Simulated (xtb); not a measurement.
**Geometry relaxation, with input and output: AlH$_{2}$SF$_{3}$ (part 3 of 3)**

The same run, continued: AlH$_{2}$SF$_{3}$, SMILES [F][Al-]([F])([F])[SH2+]; GFN2-xTB (xtb 6.7.1 later snapshot). The geometry comes from this level: PBE0-D4/def2-TZVP.

Geometry of the input (Å):
```
F  -0.5828  -0.8812  1.5094
Al 0.2807  -0.9684  0.1046
F  -0.4125  -1.7701  -1.1579
F  1.9241  -0.9490  0.2286
S  -0.0520  1.3307  -0.6998
H  0.2209  1.9030  0.4872
H  -1.3783  1.3351  -0.4720
```

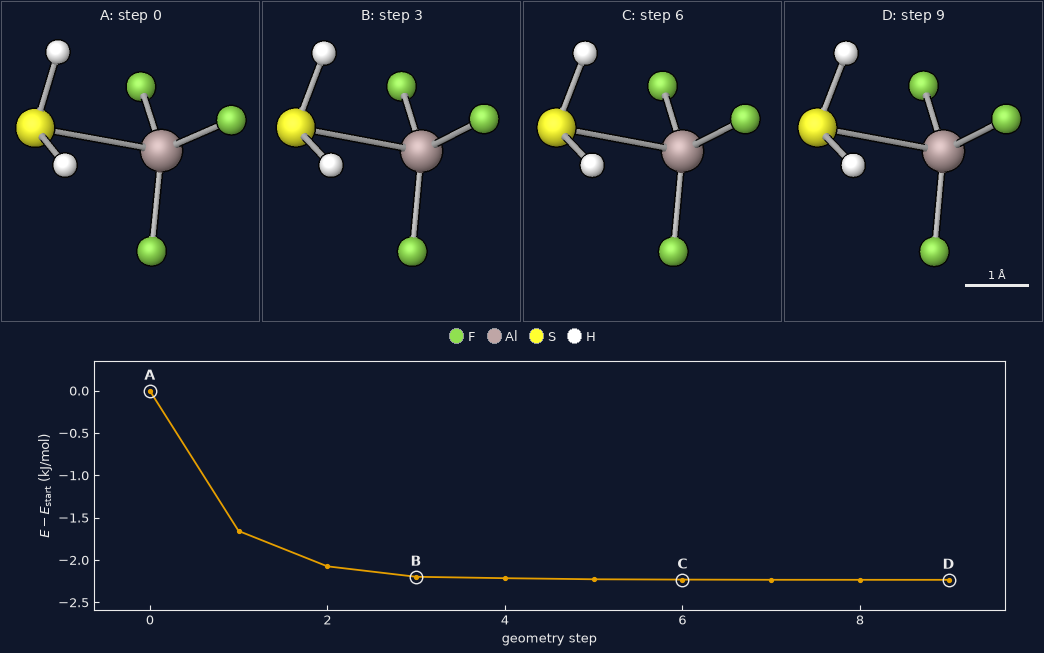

Frames of the relaxation (ball-and-stick view, seen at a tilt) above the curves, on which the letters mark them (steps are counted from 0).

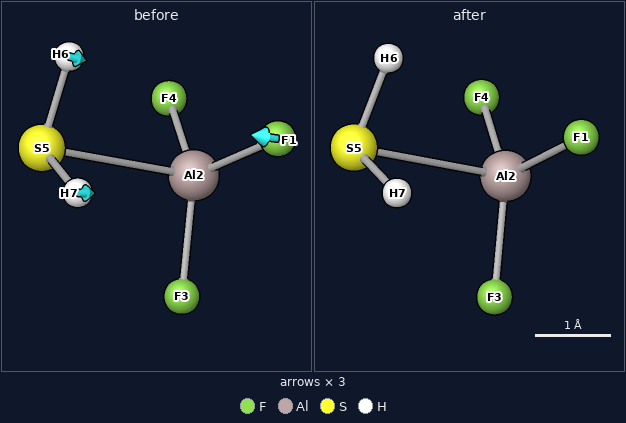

Before (left) and after (right) the relaxation, at one scale (ball-and-stick view, seen at a tilt). The teal arrows give the displacements, magnified 3 times. Over 9 geometry steps the energy falls by 2.23 kJ/mol. The largest move after the best rigid fit is that of F1, 0.15 Å. Largest moves by element: F 0.15 Å, H 0.10 Å, Al 0.03 Å, S 0.02 Å. Distances before and after: Al2–S5 2.458 → 2.474 Å, S5–H6 1.346 → 1.335 Å, Al2–F3 1.648 → 1.643 Å. Among the angles that change: F1–Al2–S5 99.1° → 93.3°, Al2–S5–H6 94.7° → 90.3°, F3–Al2–F4 118.9° → 121.2°. (Atoms are counted from 1 in the order of the input.)

Summary

```json
{"quantity": "outcome", "value": "converged"}
{"quantity": "electrons treated", "value": "32"}
{"quantity": "total energy", "value": "−19.796359 hartree"}
{"quantity": "dispersion energy", "value": "−0.003388 hartree"}
{"quantity": "basis functions", "value": "34"}
{"quantity": "HOMO", "value": "−12.59 eV"}
{"quantity": "LUMO", "value": "−6.93 eV"}
{"quantity": "dipole moment", "value": "4.32 D"}
{"quantity": "hardware", "value": "1 thread of Arm Neoverse V2, 24 GiB of memory available, shared host"}
{"quantity": "peak memory", "value": "0.072 GiB"}
```
